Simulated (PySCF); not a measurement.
```xyz
21

N     4.8695    1.5928   -0.2080
C     4.1214    0.7421   -0.0493
C     3.1440   -0.2969    0.1422
C     1.7265    0.2699    0.0495
Si    0.4163   -1.0897    0.2434
N    -1.1292   -0.3422    0.1504
Si   -1.6461    1.3428    0.0991
C    -3.4300    0.6585    0.0371
Si   -2.7145   -1.1096    0.1132
H     3.2968   -1.0634   -0.6224
H     3.3085   -0.7555    1.1209
H     1.6045    0.7722   -0.9110
H     1.5925    1.0339    0.8163
H     0.5649   -2.0769   -0.8363
H     0.5909   -1.7661    1.5394
H    -1.1721    2.0287   -1.1024
H    -1.2731    2.0686    1.3137
H    -3.9796    0.8941   -0.8687
H    -4.0636    0.9380    0.8728
H    -2.8740   -1.9439   -1.0766
H    -2.9627   -1.8805    1.3309
```

Geometry: GFN2-xTB.

The calculation used PySCF, PBE0/pcSseg-1, SCF density, gas phase, non-relativistic.

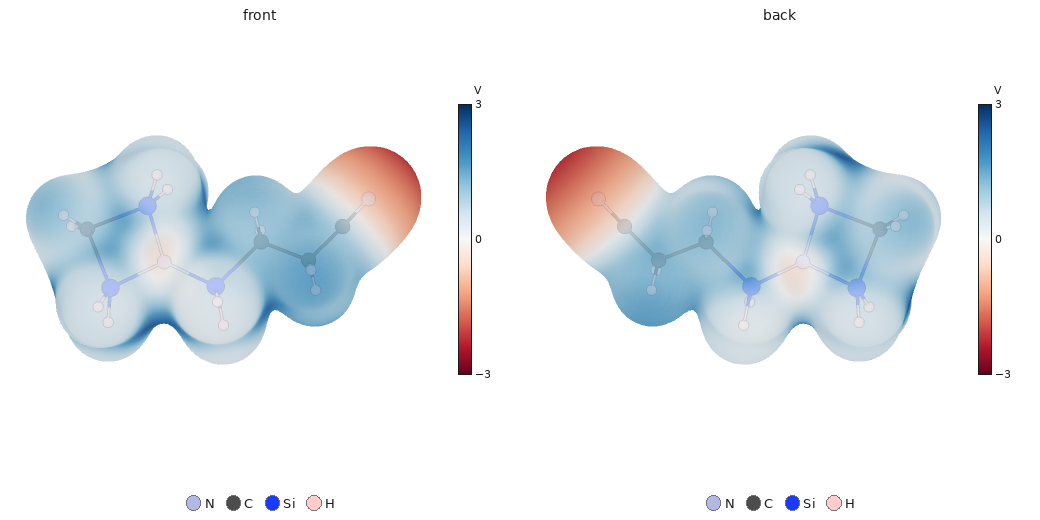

C4H12N2Si3 (SMILES N#CCC[SiH2]N1[SiH2]C[SiH2]1). The electrostatic potential painted on the density surface at 0.004 e/bohr³, seen from the front and from behind; red is negative and blue positive.

Where is the surface potential most negative and most positive?

The most negative region (about −2.2 V) lies over N1, the most positive (about +2.5 V) over Si5, Si7 and Si9. N1 is the likeliest acceptor of a hydrogen bond.
